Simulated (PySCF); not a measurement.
C₅H₅FO₂

Input file:

```
{"job": {"kind": "uv", "xc": "PBE0", "basis": "def2-SVPD", "nstates": 6, "ntriplets": 2}, "charge": 0, "multiplicity": 1}
C     -2.113517     0.396490    -0.228316
O     -1.299185    -0.674480    -0.655866
C      0.034080    -0.488180    -0.543087
C      0.978857    -1.408022    -0.902894
O      2.223667    -0.918271    -0.665025
C      2.049693     0.297875    -0.161199
F      3.144229     0.979121     0.152889
C      0.743450     0.648457    -0.049191
H     -1.960983     0.613842     0.833323
H     -3.139962     0.071884    -0.387930
H     -1.922118     1.300989    -0.813866
H      0.900845    -2.390521    -1.315826
H      0.356556     1.571302     0.326302
```

Command:

```sh
OMP_NUM_THREADS=1 python probes_run.py task.json out
```

Geometry: GFN2-xTB.

Theory: PBE0/def2-SVPD, SCF density, gas phase in PySCF.

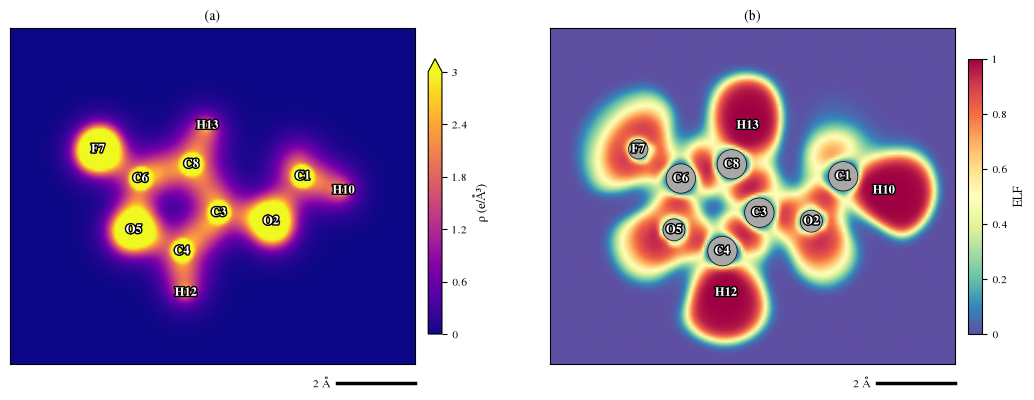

Figure 1. (a) electron density; (b) ELF on the plane of atoms O2, C3 and C8. Grey discs cover the atomic cores in the ELF map.

### What do the fields say about this system?

- Atoms in the plane: C, O, F and H.
- C–F (1.33 Å): ρ at the midpoint is about 2.4 e/Å³; the ELF peaks at about 0.85 between the atoms; a shared but strongly polarised pair.
- C–O (1.33 Å): ρ is about 2.5 e/Å³ halfway; the ELF peaks at about 0.90 between the atoms: a shared but strongly polarised pair.
- C–C (1.36 Å): ρ is about 2.2 e/Å³ halfway; the ELF peaks at about 0.95 between the atoms, as expected for localised, covalent bonding.
- C–H (1.07 Å): the density is about 2.1 e/Å³ at the midpoint; the ELF climbs to about 1 towards the hydrogen, as it does in any bond to H; a covalent bond by its length.
- C–O (1.41 Å): ρ is about 2 e/Å³ halfway, with its minimum of 1.7 e/Å³ about 0.5 Å from C; the ELF peaks at about 0.90 between the atoms; a shared but strongly polarised pair.
- The ELF also peaks beside O2, O5 and F7, away from the bonds: lone-pair regions.

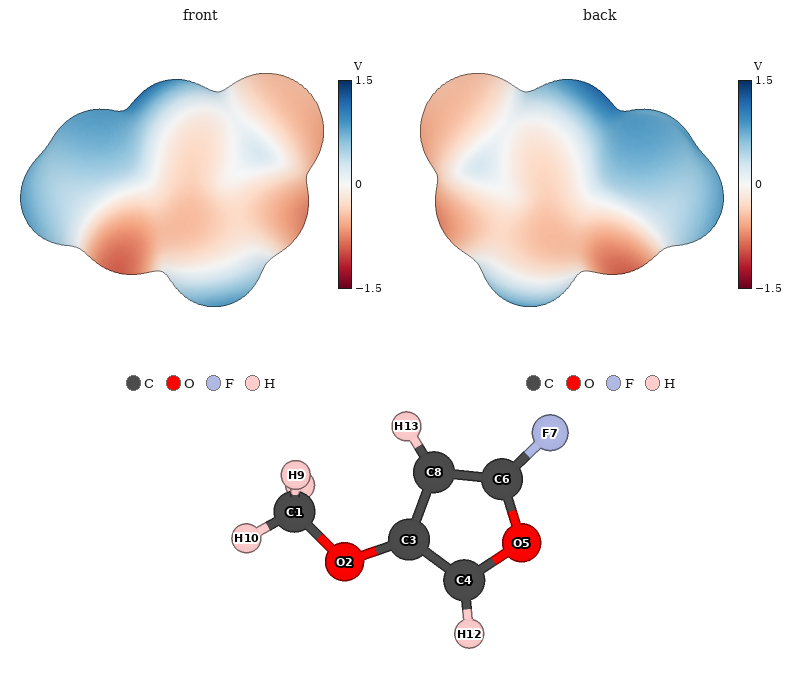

Figure 2. The molecular electrostatic potential painted on the density surface at 0.001 e/bohr³, seen from the front and from behind; the colour scale runs from red (negative) to blue (positive). The bare structure is drawn below in the same view.

### Describe the electrostatic potential map.

The most negative region (about −0.9 V, or −21 kcal/mol for a unit charge) lies over O2, the most positive (about +1.1 V, or +25 kcal/mol for a unit charge) over H13.

### What dipole moment does the calculation give?

Its dipole moment is 2.37 D.
